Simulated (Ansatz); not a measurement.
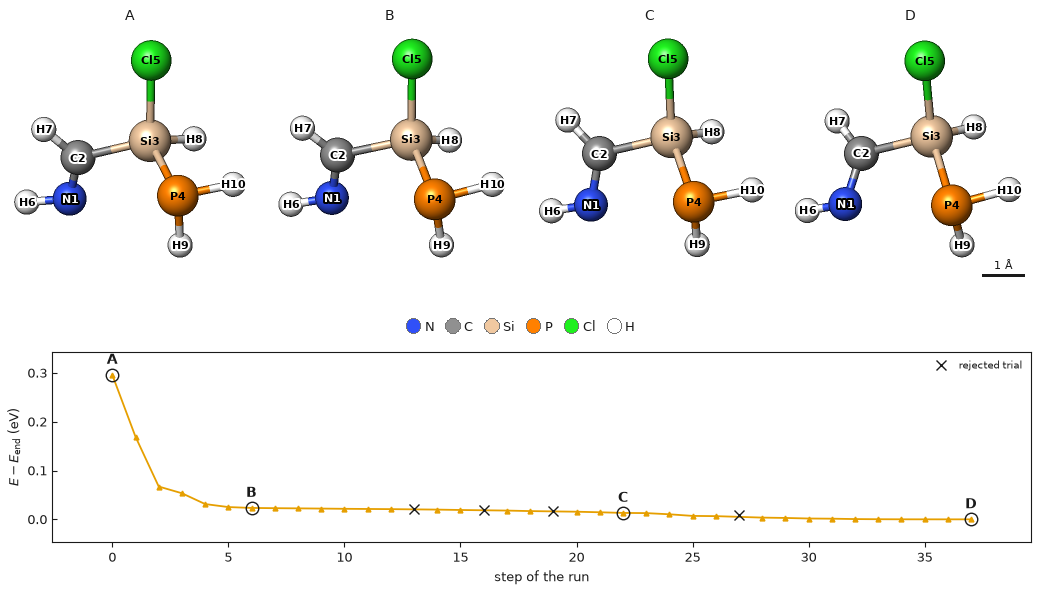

Frames of a relaxation of CH$_{5}$ClNPSi, marked on the history of the run. Style: ball-and-stick. Shown at a tilt.

The run prepares an end point of a later path (inversion) calculation, from a guessed geometry.

Theory: RKS PBE0-D4/6-31G* in Ansatz 0.2.0. (no spin polarisation; force threshold 0.015 eV/Å; at most 40 steps)

What happens along the run?

Answer. H7 moves most after the best rigid fit: 1.08 Å. By element the largest moves are H 1.08 Å, N 0.73 Å, P 0.31 Å, Cl 0.30 Å, C 0.18 Å, Si 0.12 Å. Near-neighbour distances that change, for instance: P4–H10 1.350 → 1.425 Å, N1–H6 1.067 → 1.026 Å, N1–C2 1.236 → 1.275 Å, Si3–P4 2.210 → 2.245 Å. Bond angles that change, for instance: C2–Si3–H8 116.1° → 109.9°, P4–Si3–H8 109.5° → 115.7°, Si3–P4–H10 99.0° → 93.6°. Groups turn about C2–Si3 by about 60°. After 33 accepted moves (37 points after the start) the energy has fallen by 0.296 eV. The largest force component goes from 3.6 to 0.0063 eV/Å. The line search rejected the trial steps at points 13, 16, 19, 27 of the run. From step 0 to 6: H8 moves most (0.14 Å), energy −0.273 eV. From step 6 to 22: H7 moves most (0.55 Å), energy −0.010 eV. From step 22 to 37: H7 moves most (0.52 Å), energy −0.013 eV.
